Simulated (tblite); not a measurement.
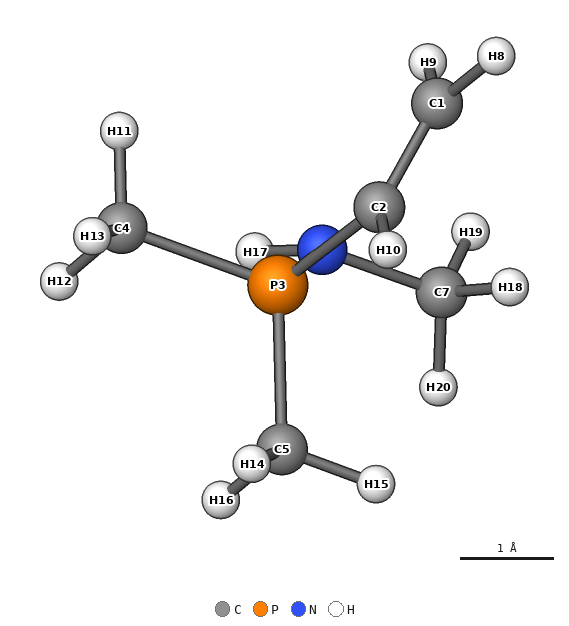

Fig. 1: The structure (ball-and-stick view, seen at a tilt; atoms are numbered from 1 in the order of the input).

Frequency calculation, with input and output: C5H13NP (charge +1)

System: C5H13NP, charge +1, SMILES C=C[P+](C)(C)NC.
Method: GFN2-xTB harmonic vibrations, gas phase (tblite 0.8.0).

The program's output:
```
mode    cm-1     km/mol
  1      68.2      0.09
  2     100.2      0.41
  3     140.9      0.27
  4     149.0      1.39
  5     163.5      0.70
  6     171.1      0.18
  7     192.9      0.45
  8     207.4      0.25
  9     218.0      0.18
 10     262.9      4.47
 11     333.0     13.33
 12     408.0      4.31
 13     521.5    103.97
 14     554.0     11.21
 15     650.4      2.66
 16     752.3     20.28
 17     772.3      1.52
 18     807.2      5.53
 19     823.2      2.15
 20     852.2    110.19
 21     904.6    145.48
 22     914.1    145.89
 23     921.1     16.20
 24     990.7     15.06
 25    1010.7     44.30
 26    1054.1     20.57
 27    1092.8     26.40
 28    1108.3     51.15
 29    1220.3      0.16
 30    1291.2     71.28
 31    1313.8     26.88
 32    1316.3     34.45
 33    1366.6     16.97
 34    1391.2      3.12
 35    1397.5      4.25
 36    1402.8     14.76
 37    1406.7     14.36
 38    1413.1      3.82
 39    1465.6      9.68
 40    1477.9     12.51
 41    1645.8      8.92
 42    2984.9     17.18
 43    2997.1      2.61
 44    2998.8      3.92
 45    3002.1      1.17
 46    3007.3      1.26
 47    3010.9      1.86
 48    3016.5      2.14
 49    3028.8      6.53
 50    3030.9      3.93
 51    3048.6      0.97
 52    3092.8      1.47
 53    3127.3      0.55
 54    3358.5     17.74
```

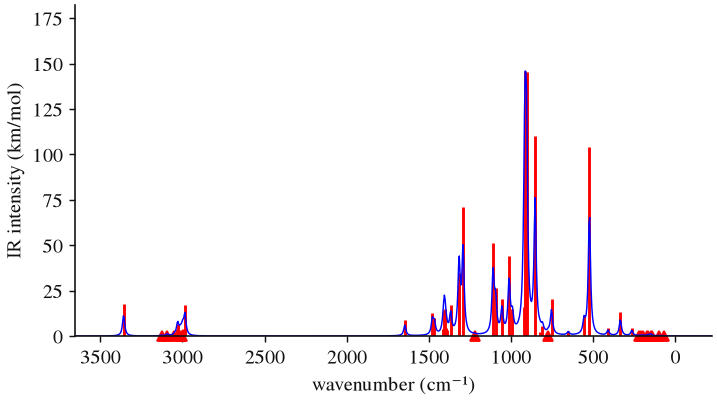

Fig. 2: Harmonic infrared spectrum, unscaled: sticks (degenerate modes added up, dark ones marked on the axis) with a Lorentzian envelope of 16 cm⁻¹ full width, scaled to the tallest stick. 54 modes from 68 to 3358 cm⁻¹, none imaginary. The strongest line is at 914 cm⁻¹ (146 km/mol).

The run was set up as follows.

Input file:
```
{"job": {"kind": "ir", "xc": "GFN2-xTB", "basis": "xTB"}, "charge": 1, "multiplicity": 1}
C     -0.350478     2.202951    -1.038865
C     -0.868099     1.419540    -0.104710
P     -0.396558    -0.309492     0.057831
C     -1.453019    -1.357542    -0.964621
C     -0.588171    -0.767625     1.808986
N      1.129121    -0.478028    -0.543765
C      2.265441     0.151527     0.129759
H     -0.652506     3.231803    -1.146052
H      0.399746     1.843260    -1.725622
H     -1.619474     1.764692     0.592971
H     -1.290483    -1.113143    -2.013765
H     -1.225756    -2.408473    -0.789294
H     -2.495631    -1.171186    -0.711096
H     -1.620905    -0.620006     2.119225
H      0.059423    -0.143864     2.425369
H     -0.320486    -1.814714     1.949054
H      1.350409    -1.393578    -0.918938
H      1.961509     1.131452     0.494411
H      3.070660     0.282360    -0.591299
H      2.640108    -0.439253     0.967386
```

The first line tells a small driver script what to run in tblite; the rest is the geometry in Å.

Run as:
```bash
OMP_NUM_THREADS=1 python <driver script> task.json out
```

Results in brief:

| quantity | value |
| --- | --- |
| outcome | converged |
| total energy | −608.1250 eV |
| zero-point energy | 105.7280 kcal/mol |
| hardware | 1 CPU thread, shared host |
| wall time | 0.73 s |
| peak memory | 0.18 GiB |
